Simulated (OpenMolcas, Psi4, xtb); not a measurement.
**BSiH3OF2 (SMILES FB(F)O[SiH3]): methods side by side**

The species is BSiH3OF2 (8 atoms), meant as a singlet with charge 0. SMILES: `FB(F)O[SiH3]`. The shape is that of a PBE0-D4/def2-TZVP optimisation.

```xyz
8

F     1.6446   -1.9362    1.0918
B     0.5857   -1.2617    0.6877
F    -0.6077   -1.7939    0.9224
O     0.7266   -0.0844    0.0648
Si   -0.3451    1.0149   -0.5682
H    -1.2346    1.5176    0.5061
H     0.4695    2.1165   -1.1249
H    -1.1469    0.3700   -1.6355
```

Quantity: the HOMO–LUMO gap, in eV. The values are calculated.

```csv
level,kind,program,value (eV),CPU time
GFN2-xTB,semi-empirical,xtb,5.93,under 2 s
HF/cc-pVDZ,Hartree–Fock,Psi4,16.75,4.5 s
SVWN5/cc-pVDZ,LDA,OpenMolcas,7.21,23 s
PBE/cc-pVDZ,GGA,OpenMolcas,7.41,38 s
TPSS/cc-pVDZ,meta-GGA,OpenMolcas,7.88,50 s
M06-2X/cc-pVDZ,hybrid meta-GGA,OpenMolcas,12.04,42 s
B2PLYP/cc-pVDZ,double hybrid,OpenMolcas,12.41,26 s
```

The values span 5.93 to 16.75 eV. Orbital gaps aren't excitation energies, and those of double hybrids come from the SCF part alone; they tend to grow with the share of exact exchange. Times are those of the runs behind each value, whatever else they computed, on shared processors of several kinds: orders of magnitude only.

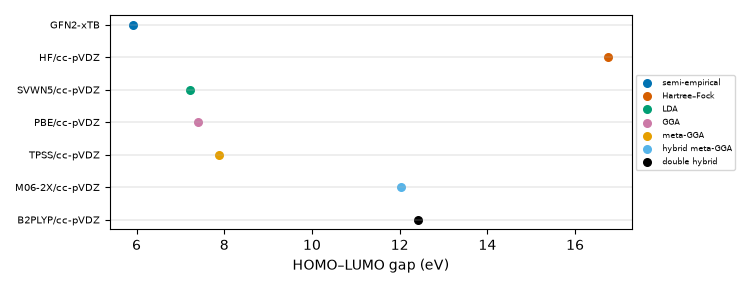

The values of the table, level by level.
